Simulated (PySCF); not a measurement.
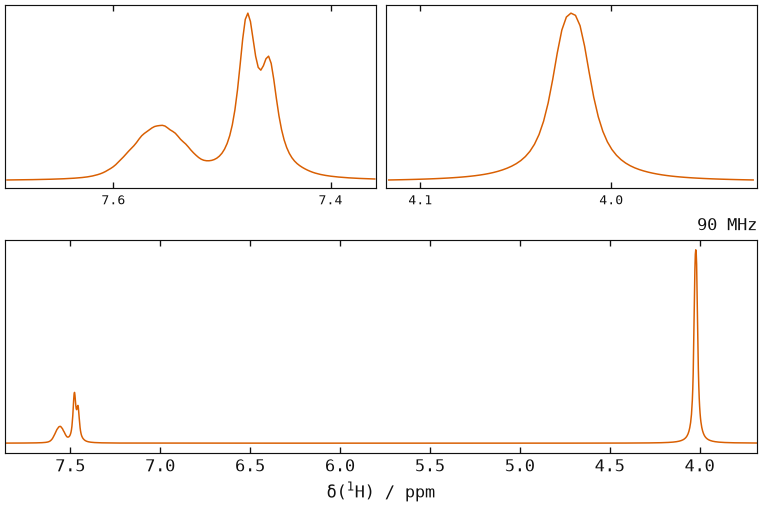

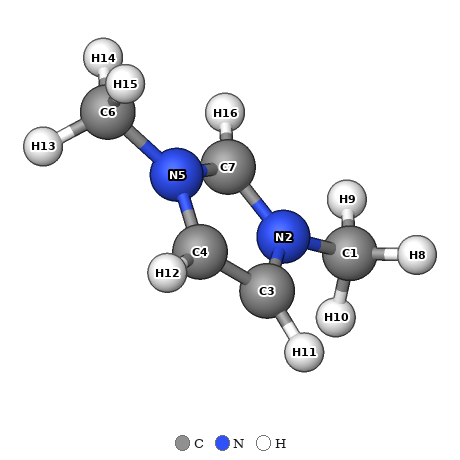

C₅H₉N₂⁺, SMILES Cn1cc[n+](C)c1. Simulated ¹H spectrum at 90 MHz, line width 1.5 Hz, from GIAO shifts (B3LYP/pcSseg-1, against TMS) and couplings (B3LYP/pcJ-1), PySCF, at a PBE0-D3(BJ)/def2-SVP geometry (no frequency check). Gas phase, values of one conformer, averaged over methyl-type rotors and exact or near symmetry; couplings among ¹H are treated exactly, other nuclei are left out. The spin-dipole term of J is left out for all pairs. The upper panels enlarge each group of lines, each scaled alone.

Q: Assign the signals.

A:
| δ (ppm) | nuclei | atoms |
| --- | --- | --- |
| 7.56 | 1 | H16 |
| 7.47 | 2 | H11, H12 |
| 4.02 | 6 | H8, H9, H10, H13, H14, H15 |

Q: Which couplings enter the simulation?

A:
```csv
pair,J (Hz)
H11–H12,2.7
H16–H12,1.9
H16–H11,1.9
H16 – H8/H9/H10,−0.9
H16 – H13/H14/H15,−0.9
```

Not listed: couplings under 0.5 Hz, those between magnetically equivalent nuclei.
